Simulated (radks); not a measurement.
# Run report: Ta (charge +2.25), atomic calculation

Z = 73.25 with 71 electrons in the configuration [Xe] 4f14 5d3 (high spin). Computed at this level: scalar-relativistic Kohn-Sham, PBE, spin-polarised, spherical densities, finite nucleus (the in-house radial solver radks).

Input file:
```
Z 73.25
configuration [Xe] 4f14 5d3
relativity scalar-relativistic
functional pbe,pbe
spin polarised
nucleus finite rms 5.3507 fm
c 137.035999084
```

Energies in input and log are in hartree, lengths in bohr (the nuclear radius in fm).

Hardware: 1 CPU thread, shared host.

Output:
```
1s      1   1.0000       -2494.99330871
2s      1   1.0000        -429.74994837
2p      1   3.0000        -376.58680071
3s      1   1.0000         -99.10614730
3p      1   3.0000         -83.30380997
3d      1   5.0000         -64.90790229
4s      1   1.0000         -20.80898803
4p      1   3.0000         -15.62362469
4d      1   5.0000          -8.99593130
4f      1   7.0000          -1.67023492
5s      1   1.0000          -3.43961928
5p      1   3.0000          -2.19191069
5d      1   3.0000          -0.81644907
1s      2   1.0000       -2494.99360276
2s      2   1.0000        -429.74527557
2p      2   3.0000        -376.58314389
3s      2   1.0000         -99.10529046
3p      2   3.0000         -83.30274047
3d      2   5.0000         -64.90515456
4s      2   1.0000         -20.80548649
4p      2   3.0000         -15.62045319
4d      2   5.0000          -8.99204690
4f      2   7.0000          -1.65944656
5s      2   1.0000          -3.39231501
5p      2   3.0000          -2.12680027
5d      2   0.0000          -0.73153136
Etot -15734.627474985811
Ekin 17294.247681258355
Encl -38817.6330733771
Eh 6105.317062140886
Exc -316.5591450079504
err 2.9061368889939214e-09
it 17
```

Slater integrals of the outer shells (hartree):

| integral | value |
| --- | --- |
| F0(5d,5d) | 0.4746 |
| F2(5d,5d) | 0.2456 |
| F4(5d,5d) | 0.1613 |
| F0(5d,4f) | 0.6148 |
| F2(5d,4f) | 0.1383 |
| F4(5d,4f) | 0.0646 |
| G1(5d,4f) | 0.0561 |
| G3(5d,4f) | 0.0473 |
| G5(5d,4f) | 0.0364 |
| F0(5d,5p) | 0.5540 |
| F2(5d,5p) | 0.2641 |
| G1(5d,5p) | 0.3088 |
| G3(5d,5p) | 0.1898 |
| F0(5d,5s) | 0.5757 |
| G2(5d,5s) | 0.1914 |
| F0(4f,4f) | 1.4642 |
| F2(4f,4f) | 0.7013 |
| F4(4f,4f) | 0.4411 |
| F6(4f,4f) | 0.3177 |
| F0(4f,5p) | 0.8577 |

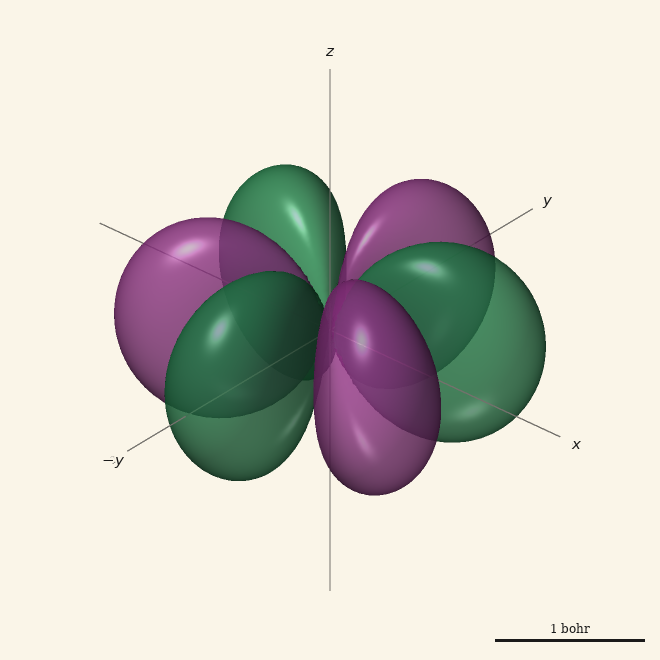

Figure 1. One occupied orbital of up spin is shown. The surface of constant |ψ| that holds about 95 % of the electron is drawn, green where ψ is positive and pink where it is negative. The radial function comes from the spherical calculation and is multiplied by a real spherical harmonic; the overall sign is chosen so that the largest lobe of P(r) is positive; at the scalar-relativistic level it is the large component. It is 4f(y(3x²−y²)) of up spin. It has three nodal planes that hold the z axis and no radial node. The maximum of P² lies at 0.438 bohr, ⟨r⟩ = 0.633 bohr, 90 % of the charge lies within 1.06 bohr, and the eigenvalue is −45.4 eV, with 7 electrons in the shell for this spin.

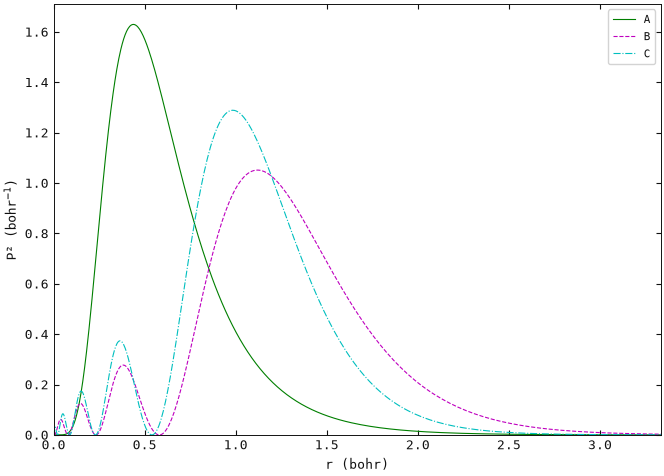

Figure 2. The radial probability densities P² of 5p up, 5s up and 4f up. A is 4f up; B is 5p up; C is 5s up. 4f up: outer maximum at 0.438 bohr, ⟨r⟩ = 0.633 bohr, 0 nodes, eigenvalue −45.4 eV; 5s up: outer maximum at 0.984 bohr, ⟨r⟩ = 1.09 bohr, 4 nodes, eigenvalue −93.6 eV; 5p up: outer maximum at 1.12 bohr, ⟨r⟩ = 1.28 bohr, 3 nodes, eigenvalue −59.6 eV. The innermost lobes are too small to be seen at this scale.

Results in brief:

```tsv
quantity	value
outcome	converged
total energy	−15734.6275 hartree
kinetic energy	17294.2477 hartree
electron–nucleus energy	−38817.6331 hartree
Hartree energy	6105.3171 hartree
exchange–correlation energy	−316.559145 hartree
radius at density 0.001 e/bohr³	3.64 bohr
SCF iterations	17
```
